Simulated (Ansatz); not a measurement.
Bands of a (5,0) ZnO nanotube, along its axis.

Computed with PBE (plane waves to 420 eV, PAW; Ansatz, an electronic-structure program). Mesh 1×1×6. No spin polarisation. Periodic along z alone, with about 11 Å of vacuum beside it. A hypothetical model, rolled from the flat sheet. Only distortions within the start's symmetry and period were free.

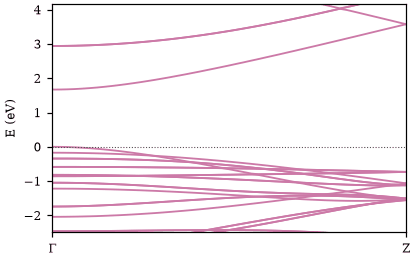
Figure: Bands from the zone centre to the zone edge (period 5.58 Å); the dotted line marks the highest filled level

Problem. Is it a metal or a semiconductor at this level? Give what the bands show.

Solution. A semiconductor in PBE.
```
Quantity                Result
--------  --------------------
PBE gap   1.67 eV, direct at Γ
```
